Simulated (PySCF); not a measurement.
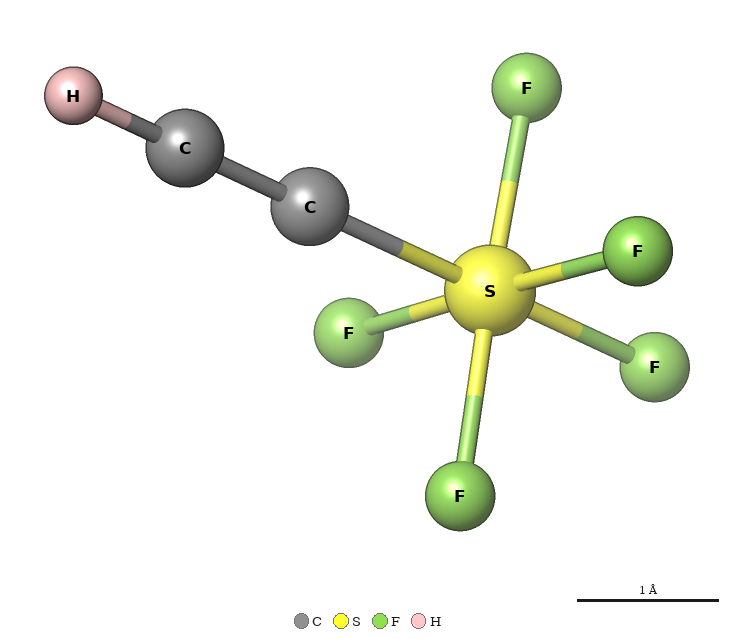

Distant atoms are faded towards the background colour. The geometry was computed by an optimisation with PBE0-D3(BJ)/def2-TZVP. No frequency run is at hand to confirm it as a minimum. Masses are those of the most abundant isotopes; constants are for the rigid equilibrium geometry.

Question: What kind of rotor is it, and what are its rotational constants in MHz?

Answer: A prolate symmetric top (C4v): A = 2663, B = C = 1734 MHz.
